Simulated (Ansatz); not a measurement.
**Single-point calculation, with input and output: C$_{24}$H$_{2}$O$_{2}$**

System: C$_{24}$H$_{2}$O$_{2}$ (slab, 28 atoms in the cell).
Method: DFT, HSE06, PAW, plane waves (Ansatz 0.2.0).

The structure is a generated slab.

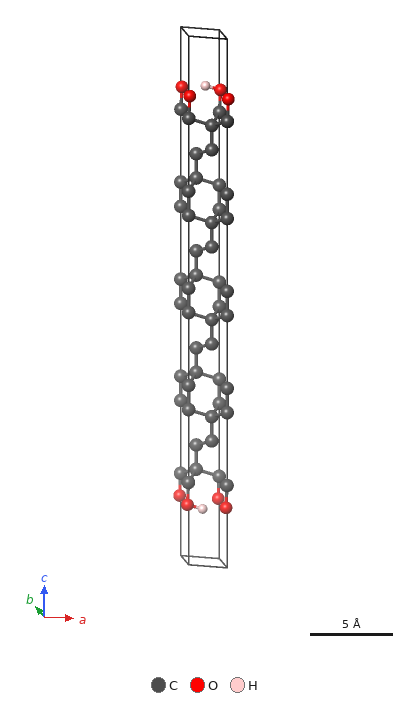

Fig. 1: The input geometry (ball-and-stick view of the cell of the calculation, with the vacuum cut short, seen slightly off an axis).

**Results in brief**

| quantity | value |
| --- | --- |
| outcome | converged |
| electrons treated | 110 |
| free energy | −7184.8531 eV |
| Fermi energy | 9.922 eV |
| largest force (length of the vector) | 0.893 eV/Å |
| hardware | 1 × NVIDIA GB300 Max-Q, 8 threads of Arm Neoverse-V2, 125 GiB of memory available, shared host |
| wall time | 18 s (CPU time 39 s) |
| peak memory | 3.2 GiB |

**Remarks**

The k-point mesh is coarse for a cell of this size, so the results may not be converged.

**Input file**
```yaml
crystal:
  lattice:
    - [1.776901, -1.776901, 0.000000]
    - [0.000000, 1.776901, -1.776901]
    - [22.275690, 22.275690, 22.275690]
  atoms:
    - { symbol: C, position: [0.003991, 0.003390, 0.799125] }
    - { symbol: C, position: [0.999027, 0.001629, 0.320525] }
    - { symbol: C, position: [0.999044, 0.001439, 0.480031] }
    - { symbol: C, position: [0.999021, 0.001188, 0.639539] }
    - { symbol: C, position: [0.994087, 0.999395, 0.200819] }
    - { symbol: C, position: [0.999039, 0.001578, 0.360405] }
    - { symbol: C, position: [0.999044, 0.001383, 0.519913] }
    - { symbol: C, position: [0.999026, 0.001138, 0.679419] }
    - { symbol: C, position: [0.329516, 0.667073, 0.214146] }
    - { symbol: C, position: [0.332373, 0.668228, 0.373693] }
    - { symbol: C, position: [0.332377, 0.668030, 0.533201] }
    - { symbol: C, position: [0.332374, 0.667795, 0.692708] }
    - { symbol: C, position: [0.332108, 0.668279, 0.254058] }
    - { symbol: C, position: [0.332373, 0.668181, 0.413574] }
    - { symbol: C, position: [0.332370, 0.667963, 0.573083] }
    - { symbol: C, position: [0.332498, 0.667793, 0.732585] }
    - { symbol: C, position: [0.665562, 0.334983, 0.267359] }
    - { symbol: C, position: [0.665707, 0.334832, 0.426862] }
    - { symbol: C, position: [0.665701, 0.334608, 0.586370] }
    - { symbol: C, position: [0.665954, 0.334498, 0.745887] }
    - { symbol: C, position: [0.665679, 0.334974, 0.307237] }
    - { symbol: C, position: [0.665710, 0.334789, 0.466744] }
    - { symbol: C, position: [0.665689, 0.334540, 0.626251] }
    - { symbol: C, position: [0.668559, 0.335711, 0.785798] }
    - { symbol: O, position: [0.032395, 0.017422, 0.835672] }
    - { symbol: O, position: [0.965688, 0.985369, 0.164273] }
    - { symbol: H, position: [0.596787, 0.798467, 0.843630] }
    - { symbol: H, position: [0.401295, 0.204335, 0.156314] }
kpoints:
  mp_grid: { grid: [4, 4, 1] }
hamiltonian:
  xc: hse06
scf:
  occupations: { method: fermi_dirac, width: 0.01 }
output:
  forces: true
  eigenvalues: true
  populations: true
  eigenstates: { kpoints: [[0, 0, 0]], e_range: [-4.0, 4.0], localisation: true }
```

Launch command:
```bash
ansatz run in.yaml --threads 8 --pin off --max-ram 118750MiB --runs-dir r --events-out ev --progress --plain --backend cuda --devices 0,
```

**The program's output**
```
Pseudopotentials: kind: paw
Functional definition: HSE06
  parameter a = 0.25
  parameter omega = 0.11/bohr
  exchange = pbe_x - a*pbe_x_sr(omega) + a*exact_x_sr(omega)
  correlation = pbe_c
concurrent solve slots: 5 of 8 are kept, ahead of what memory takes: no pass of the eigensolver takes more rounds on 5
Crystal: 28 atoms, lattice volume = 210.998 Å³
Basis set: ecut = 420 eV, 4131 PW (Γ), exchange–correlation on 36×36×540 points (8 copies of the dense FFT grid, shifted against one another)
Bands: 83, of which v1, the nominal top of the filled ones, is band 55 counted from 1 (54 counted from 0)
Symmetry: 1 space group operations
Space group: P1 (ITA 1), of the structure as read, at distance tolerance 6.0e-5 Å
k-points: 10 of 16 (time reversal used)
Non-local potential: C, projectors of the file, l = 0: 2, l = 1: 2, l = 2: 1
Non-local potential: O, projectors of the file, l = 0: 2, l = 1: 2, l = 2: 1
Non-local potential: H, projectors of the file, l = 0: 2, l = 1: 1
PAW form: soft (Blöchl's): semilocal exchange-correlation on the pseudo side does not see the compensation charge
PAW frozen core: C, regenerated for the run's functional, and the local potential with it (the file was generated under x = pbe(κ = 0.804, μ = 0.2195149727645171), c = pbe(β = 0.06672455060314922))
PAW frozen core: O, regenerated for the run's functional, and the local potential with it (the file was generated under x = pbe(κ = 0.804, μ = 0.2195149727645171), c = pbe(β = 0.06672455060314922))
PAW one-centre angular grid: C, 110 points (default); XC on 64 Gauss nodes
PAW one-centre angular grid: O, 110 points (default); XC on 96 Gauss nodes
PAW one-centre angular grid: H, 110 points (default); XC on 64 Gauss nodes
Initial density: superposition of atomic densities (neutral atoms: chi_scale 0, normalization atom), corrected by the library's trained network
Initial wavefunctions: pseudopotential atomic-orbital guess
Functional: x = pbe(κ = 0.804, μ = 0.2195149727645171), c = pbe(β = 0.06672455060314922), warm-up for x = pbe(κ = 0.804, μ = 0.2195149727645171) + 0.25 (exact − pbe) at short range (hse, ω = 0.20786987370883472 Å⁻¹), c = pbe(β = 0.06672455060314922); HSE06 as pw.x's `hse` composes it (authors' and Libxc's form: `xc: wpbeh`)
SCF iter   1: F=—  HF=-7183.368935 eV  |F-HF|=—  |Δ(HF+E_count)|=         —  Δρ=5.92e-3  dr2=2.65e-1  ethr=1.77e-3  ⟨swp⟩=12.3  Hψ=4613  notcnv=0
preconditioner: auto → none  [insulator: Δε(μ)=3.268 eV  Ē_g=17.329 eV  σ=0.010 eV  W_gap=1.00  n_scr=30 (ndim 8)  ℏωp=26.8 eV  f_vac=0.264  D(μ)=0.00/eV (n_scr^D=0)]
SCF iter   2: F=—  HF=-7183.435209 eV  |F-HF|=—  |Δ(HF+E_count)|=   6.63e-2  Δρ=8.21e-3  dr2=6.70e-1  ethr=2.41e-4  ⟨swp⟩=9.8  Hψ=2891  notcnv=0  defer=14  recentre
iter 3 solved again at ethr=1.30e-5 eV; its pass at ethr=2.41e-4 eV (dr2=1.43e-2 eV) is discarded
SCF iter   3: F=—  HF=-7183.319835 eV  |F-HF|=—  |Δ(HF+E_count)|=   1.15e-1  Δρ=2.19e-3  dr2=1.43e-2  ethr=1.30e-5  ⟨swp⟩=4.1  Hψ=4288  notcnv=0
SCF iter   4: F=—  HF=-7183.318033 eV  |F-HF|=—  |Δ(HF+E_count)|=   1.80e-3  Δρ=1.03e-3  dr2=6.23e-3  ethr=1.30e-5  ⟨swp⟩=8.3  Hψ=2479  notcnv=0  defer=10
SCF iter   5: F=-7183.317169 eV  HF=-7183.317308 eV  |F-HF|=1.39e-4  |Δ(HF+E_count)|=   7.25e-4  Δρ=3.61e-4  dr2=3.43e-4  ethr=5.67e-6  ⟨swp⟩=8.2  Hψ=2462  notcnv=0  defer=4
SCF 1 stopped early in 5 iterations: F = -7183.317169 eV  dr2 = 3.43e-4
  greatest PAW one-centre occupation: 0.867 electrons in one spin orbital (limit 2), on the O atom at site 24 (counted from 0), in its partial waves of l = 0
concurrent solve slots: 5 of 8 are kept, ahead of what memory takes: no pass of the eigensolver takes more rounds on 5
Initial density: handed on by an earlier stage of this run
Initial wavefunctions: those handed on with the density
Functional: x = pbe(κ = 0.804, μ = 0.2195149727645171) + 0.25 (exact − pbe) at short range (hse, ω = 0.20786987370883472 Å⁻¹), c = pbe(β = 0.06672455060314922); HSE06 as pw.x's `hse` composes it (authors' and Libxc's form: `xc: wpbeh`)
Exchange kernel: α = 0.2500, screened, ω = 0.2079 Å⁻¹, Wigner–Seitz truncation, v(0) = 929.8001 eV·Å³, q-mesh 4×4×1, nearest image of the exchange supercell L = 10.05 Å, pair-density grid 15×15×192, without the augmentation charges, whose exchange is taken in its separable form by FFT convolution over the k-point mesh (sized by the pseudopotential files, 15×15×270 at the most), smooth part of the
Frozen-core exchange: fock
SCF iter   1: F=—  HF=-7184.856684 eV  |F-HF|=—  |Δ(HF+E_count)|=         —  Δρ=8.81e-3  dr2=7.96e-2  ethr=3.12e-6  ⟨swp⟩=15.2  Hψ=4706  notcnv=0
preconditioner: auto → none  [insulator: Δε(μ)=4.513 eV  Ē_g=19.649 eV  σ=0.010 eV  W_gap=1.00  n_scr=30 (ndim 8)  ℏωp=26.8 eV  f_vac=0.264  D(μ)=0.00/eV (n_scr^D=0)]
SCF iter   2: F=—  HF=-7184.827857 eV  |F-HF|=—  |Δ(HF+E_count)|=   2.88e-2  Δρ=3.83e-3  dr2=1.32e-2  ethr=3.12e-6  ⟨swp⟩=7.6  Hψ=3054  notcnv=0  defer=7
SCF iter   3: F=—  HF=-7184.856135 eV  |F-HF|=—  |Δ(HF+E_count)|=   2.83e-2  Δρ=1.59e-3  dr2=1.37e-2  ethr=3.12e-6  ⟨swp⟩=6.7  Hψ=3091  notcnv=0
SCF iter   4: F=—  HF=-7184.857063 eV  |F-HF|=—  |Δ(HF+E_count)|=   9.28e-4  Δρ=1.13e-3  dr2=1.99e-2  ethr=3.12e-6  ⟨swp⟩=7.3  Hψ=3157  notcnv=0  defer=2
SCF iter   5: F=—  HF=-7184.853341 eV  |F-HF|=—  |Δ(HF+E_count)|=   3.72e-3  Δρ=5.42e-4  dr2=2.81e-3  ethr=3.12e-6  ⟨swp⟩=6.6  Hψ=2488  notcnv=0  defer=2
SCF iter   6: F=—  HF=-7184.852709 eV  |F-HF|=—  |Δ(HF+E_count)|=   6.32e-4  Δρ=1.43e-4  dr2=2.06e-4  ethr=2.52e-6  ⟨swp⟩=5.9  Hψ=2189  notcnv=0  defer=4
SCF iter   7: F=—  HF=-7184.852679 eV  |F-HF|=—  |Δ(HF+E_count)|=   2.99e-5  Δρ=4.20e-5  dr2=4.09e-5  ethr=1.50e-7  ⟨swp⟩=6.6  Hψ=1976  notcnv=0  defer=2
SCF iter   8: F=—  HF=-7184.853038 eV  |F-HF|=—  |Δ(HF+E_count)|=   3.59e-4  Δρ=1.12e-4  dr2=3.33e-5  ethr=8.27e-9  ⟨swp⟩=6.2  Hψ=2889  notcnv=0
SCF iter   9: F=-7184.853028 eV  HF=-7184.853028 eV  |F-HF|=3.45e-7  |Δ(HF+E_count)|=   9.95e-6  Δρ=1.43e-5  dr2=8.50e-7  ethr=8.27e-9  ⟨swp⟩=3.5  Hψ=1826  notcnv=0
SCF 2 stopped early in 9 iterations: F = -7184.853028 eV  dr2 = 8.50e-7
  Residual-converged pass: ⟨swp⟩=4.0  Hψ=2090  notcnv=0  max |occ|·‖R‖ = 5.9e-6 eV (tolerance 6.7e-6 eV)  dr2=8.37e-7  dr2_onsite=8.93e-9  max |Δocc| = 0.0e0
  greatest PAW one-centre occupation: 0.871 electrons in one spin orbital (limit 2), on the O atom at site 24 (counted from 0), in its partial waves of l = 0
hybrid outer 1: dexx = +3.169e-2 eV, tail = 8.41e-5 eV
SCF iter   1: F=—  HF=-7184.853081 eV  |F-HF|=—  |Δ(HF+E_count)|=         —  Δρ=4.50e-5  dr2=2.51e-6  ethr=3.82e-7  ⟨swp⟩=9.1  Hψ=2418  notcnv=0
preconditioner: auto → none  [insulator: Δε(μ)=4.773 eV  Ē_g=19.681 eV  σ=0.010 eV  W_gap=1.00  n_scr=30 (ndim 8)  ℏωp=26.8 eV  f_vac=0.265  D(μ)=0.00/eV (n_scr^D=0)]
SCF iter   2: F=—  HF=-7184.853081 eV  |F-HF|=—  |Δ(HF+E_count)|=   2.90e-7  Δρ=1.45e-5  dr2=1.56e-7  ethr=1.73e-9  ⟨swp⟩=5.9  Hψ=1998  notcnv=0  defer=5
SCF iter   3: F=—  HF=-7184.853082 eV  |F-HF|=—  |Δ(HF+E_count)|=   6.97e-7  Δρ=6.37e-6  dr2=1.46e-7  ethr=7.89e-11  ⟨swp⟩=7.7  Hψ=2723  notcnv=0  defer=13
SCF iter   4: F=—  HF=-7184.853082 eV  |F-HF|=—  |Δ(HF+E_count)|=   8.87e-9  Δρ=3.00e-6  dr2=1.08e-7  ethr=7.89e-11  ⟨swp⟩=4.5  Hψ=1751  notcnv=0  defer=2
SCF iter   5: F=—  HF=-7184.853082 eV  |F-HF|=—  |Δ(HF+E_count)|=   1.89e-8  Δρ=1.30e-6  dr2=1.93e-8  ethr=7.89e-11  ⟨swp⟩=3.5  Hψ=1520  notcnv=0
SCF iter   6: F=-7184.853082 eV  HF=-7184.853082 eV  |F-HF|=1.26e-10  |Δ(HF+E_count)|=   3.41e-9  Δρ=4.65e-7  dr2=9.09e-10  ethr=1.54e-11  ⟨swp⟩=4.1  Hψ=1634  notcnv=0  defer=5
SCF 3 converged in 6 iterations: F = -7184.853082 eV  dr2 = 9.09e-10
  Residual-converged pass: ⟨swp⟩=3.0  Hψ=1640  notcnv=0  max |occ|·‖R‖ = 1.3e-6 eV (tolerance 1.7e-6 eV)  dr2=8.85e-10  dr2_onsite=1.67e-11  max |Δocc| = 0.0e0
```

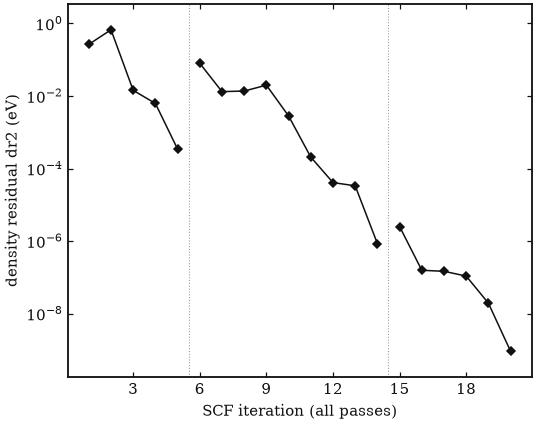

Fig. 2: Convergence of the self-consistent field: density residual dr2 against the SCF iteration. The run starts with a semilocal functional; after that each stretch between dotted lines is one SCF of the hybrid functional between two exact rebuilds of the exchange operator by the outer loop. Early passes are stopped at a loose threshold. The passes take 5, 9 and 6 iterations.

```
hybrid outer 2: dexx = +1.098e-6 eV, tail = 2.78e-8 eV, Δε = 1.40e-3 eV (about 2.59e-5 eV left of the loop's levels), ΔF = 7.65e-3 eV/Å (tail 6.92e-4)
NSCF: frozen V_eff on 1 k-points
hybrid SCF converged: 2 outer / 15 inner (+5 warm-up), last move |dexx| = 1.10e-6 eV, tail = 2.78e-8 eV
Stability not checked: this state was not tested for a lower state beside it, because the functional holds exact exchange (a hybrid, or Hartree-Fock), whose exchange loop this test does not read (fock_operator; see scf.lower_state_search)
Free energy (F): -7184.853082 eV
Harris-Foulkes:  -7184.853082 eV  (|F-HF|=1.26e-10)
Internal energy: -7184.853082 eV  (E = F + TS)
E sigma→0 (E₀):  -7184.853082 eV
Fermi energy:    9.922496 eV
--- Per-component energies (eV) ---
  E_band       = -307.180735
  E_kinetic    = 2605.541890
  E_local      = -98465.275743  (includes V_loc(G=0)·N_el)
  E_nonlocal   = 726.067917
  E_hartree    = 48446.960105
  E_xc         = -1081.396703
  E_vxc        = -1333.985513  (∫ρ·V_xc dr)
  E_exx        = -263.358819  (= α·E_x^exact, valence–valence)
  E_paw        = -2692.392540  (= ΣΔE_a)
  E_vpaw       = -206.737050  (= ΣTr[D̂ρ^β])
  E_aug_tail   = 0.002967  (compensation charges beyond the density's cutoff)
  E_ewald      = 43539.464401
  E_core_change = -0.466558  (= ΣΔE_core)
  E_smearing   = -0.000000  (= −TS)
  E_closure    = -0.000000  (closes the sum)
  Σ components = -7184.853082   (vs F -7184.853082, Δ=-1.82e-12)
--- Forces (eV/Å), atoms counted from 1 ---
  atom   1  C      0.01679556     0.02408600     0.02373284
  atom   2  C     -0.03177891    -0.03178979    -0.03212486
  atom   3  C     -0.03011217    -0.02999063    -0.03008633
  atom   4  C     -0.03059081    -0.03088217    -0.03117851
  atom   5  C     -0.01616100    -0.02336579    -0.02315184
  atom   6  C      0.03076328     0.03113571     0.03118441
  atom   7  C      0.03086276     0.03067783     0.03112223
  atom   8  C      0.03250305     0.03242792     0.03258647
  atom   9  C     -0.08938523    -0.06972455    -0.06953877
  atom  10  C     -0.03184577    -0.03169880    -0.03210758
  atom  11  C     -0.03095331    -0.03071859    -0.03089629
  atom  12  C     -0.03081543    -0.03357361    -0.03336935
  atom  13  C      0.02728593     0.03750220     0.03760702
  atom  14  C      0.03083748     0.03080710     0.03106514
  atom  15  C      0.02996700     0.02987149     0.03018489
  atom  16  C      0.03266327     0.03269805     0.03323267
  atom  17  C     -0.03174441    -0.03187660    -0.03229265
  atom  18  C     -0.03084514    -0.03069473    -0.03101438
  atom  19  C     -0.03013345    -0.03003498    -0.03040355
  atom  20  C     -0.02824341    -0.03856697    -0.03869761
  atom  21  C      0.02989341     0.03240604     0.03234187
  atom  22  C      0.03002983     0.02981060     0.03027693
  atom  23  C      0.03205313     0.03198276     0.03201106
  atom  24  C      0.08984684     0.07017221     0.07009780
  atom  25  O     -0.79112039     0.29177476     0.29428634
  atom  26  O      0.79025523    -0.29276791    -0.29527323
  atom  27  H      0.59495910    -0.46094650    -0.46600547
  atom  28  H     -0.59501718     0.46128153     0.46639237
  max |Σ_I F_I| component: 3.08e-5 eV/Å
--- Band table (eV; the first three rows and the last of 10) ---
  k-point 0: bands = ["-17.9788", "-17.9785", "-16.4592", "-16.2845", "-16.0014", "-15.6158", "-15.1336", "-14.5605", "-13.9034", "-13.1713", "-12.3799", "-11.5623", "-10.8076", "-10.3372", "-7.1705", "-6.2684", "-5.1916", "-4.0656", "-2.9376", "-1.7983", "-0.6050", "0.6678", "1.9871", "2.9382", "3.0860", "3.5523", "4.0151", "4.0276", "4.0837", "4.1289", "4.1992", "4.2808", "4.3869", "4.4936", "4.6304", "4.7647", "4.8024", "4.9420", "5.0895", "5.2945", "5.4603", "5.6740", "5.8640", "5.9752", "6.0685", "6.2795", "6.4450", "6.6750", "6.7686", "6.8480", "6.9976", "7.0007", "7.1147", "7.5330", "7.5373", "12.3027", "12.4684", "13.4899", "13.9705", "14.2907", "14.2936", "14.4903", "14.5840", "14.5888", "14.6180", "15.0020", "15.0130", "15.3554", "15.4896", "15.4984", "15.6633", "15.9687", "15.9811", "16.1667", "16.3960", "16.4098", "16.4218", "16.7486", "16.7508", "16.8592", "16.9907", "16.9932", "17.0991"]
  k-point 1: bands = ["-16.9373", "-16.9369", "-14.7968", "-14.6306", "-14.3599", "-13.9892", "-13.5237", "-12.9696", "-12.3345", "-11.6284", "-10.8680", "-10.0868", "-9.3664", "-8.8893", "-5.8038", "-5.0061", "-4.0678", "-3.1451", "-2.3893", "-1.9511", "-1.6139", "-1.4768", "-1.2721", "-1.1200", "-0.7973", "-0.6385", "-0.2412", "0.0788", "0.3270", "0.7921", "1.0961", "1.3624", "1.6825", "1.7379", "1.8204", "1.8985", "2.0493", "2.1126", "2.2808", "2.3975", "2.6170", "2.8699", "3.0831", "3.2707", "3.6179", "3.7371", "4.1146", "4.2618", "4.5827", "4.8534", "5.0096", "5.2577", "5.3815", "5.8163", "5.8225", "12.9539", "13.2342", "13.5946", "13.9427", "14.1654", "14.4417", "14.5734", "14.8752", "15.2678", "15.5139", "15.8177", "16.1931", "16.5405", "16.5589", "16.8959", "16.8970", "17.0658", "17.1259", "17.2633", "17.3863", "17.4403", "17.9354", "18.0818", "18.1131", "18.1948", "18.5445", "18.8117", "18.9681"]
  k-point 2: bands = ["-15.5827", "-15.5824", "-10.2680", "-10.2641", "-10.2381", "-10.1915", "-10.0696", "-9.8739", "-9.6001", "-9.2474", "-8.8175", "-8.3153", "-7.7532", "-7.5063", "-7.2653", "-7.1521", "-6.8635", "-6.5658", "-6.2919", "-5.9787", "-5.6169", "-5.3684", "-4.9390", "-4.7762", "-4.3726", "-4.3098", "-2.1695", "-2.1521", "-1.0270", "-0.9684", "-0.4802", "-0.4487", "0.0201", "0.1817", "0.2620", "0.3309", "0.5285", "0.6816", "0.9360", "0.9694", "1.1564", "1.1707", "1.5388", "1.7270", "2.1350", "2.2439", "2.7440", "2.8456", "3.2243", "3.4731", "3.6459", "3.9077", "3.9487", "4.9004", "4.9012", "13.1119", "13.1199", "13.3099", "13.3924", "13.5713", "13.8936", "14.0115", "14.2945", "14.7556", "14.9126", "15.2754", "15.7744", "16.0757", "16.3282", "16.8130", "17.0979", "17.2830", "17.4009", "17.7715", "17.8092", "17.8398", "18.2487", "18.5414", "18.7061", "18.7209", "19.2520", "19.4409", "19.8288"]
  k-point 9: bands = ["-15.5865", "-15.5861", "-10.2688", "-10.2648", "-10.2390", "-10.1920", "-10.0698", "-9.8737", "-9.5997", "-9.2467", "-8.8166", "-8.3142", "-7.7521", "-7.5062", "-7.2650", "-7.1517", "-6.8627", "-6.5657", "-6.2901", "-5.9790", "-5.6148", "-5.3688", "-4.9370", "-4.7765", "-4.3714", "-4.3098", "-2.1569", "-2.1396", "-1.0272", "-0.9691", "-0.4803", "-0.4499", "0.0185", "0.1811", "0.2617", "0.3304", "0.5280", "0.6811", "0.9375", "0.9699", "1.1595", "1.1745", "1.5417", "1.7261", "2.1380", "2.2430", "2.7433", "2.8479", "3.2236", "3.4748", "3.6454", "3.9089", "3.9487", "4.8936", "4.8944", "13.1113", "13.1185", "13.3089", "13.3898", "13.5699", "13.8922", "14.0082", "14.2928", "14.7537", "14.9091", "15.2734", "15.7723", "16.0726", "16.3265", "16.8119", "17.0976", "17.2812", "17.4005", "17.7735", "17.8107", "17.8397", "18.2483", "18.5420", "18.7043", "18.7194", "19.2488", "19.4411", "19.8281"]
--- Löwdin populations: 28 sites ---
  site symbol       q [e]
     0      C      3.7733
     1      C      3.9858
     2      C      3.9858
     3      C      3.9857
     4      C      3.7733
     5      C      3.9857
     6      C      3.9858
     7      C      3.9858
     8      C      4.0156
     9      C      3.9858
    10      C      3.9858
    11      C      3.9854
    12      C      3.9858
    13      C      3.9857
    14      C      3.9858
    15      C      3.9853
    16      C      3.9853
    17      C      3.9858
    18      C      3.9857
    19      C      3.9858
    20      C      3.9854
    21      C      3.9858
    22      C      3.9858
    23      C      4.0156
    24      O      6.5041
    25      O      6.5041
    26      H      0.6033
    27      H      0.6033
  spilling = 0.004484 (of n_electrons = 110.000000)
```

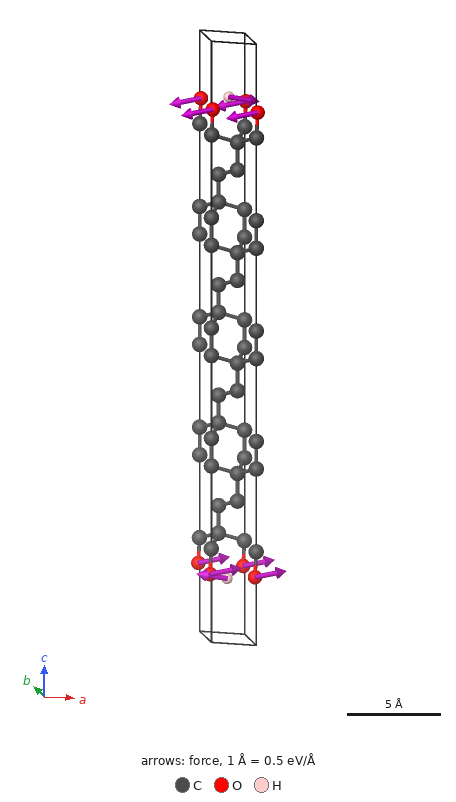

Fig. 3: Forces on the atoms as pink arrows (ball-and-stick view of the cell of the calculation, with the vacuum cut short, seen slightly off an axis); the smallest are left out. The largest act on O25, O26 (0.89 eV/Å); H27, H28 (0.89 eV/Å). Atoms are counted from 1 in the order of the input and aren't labelled in the picture. 
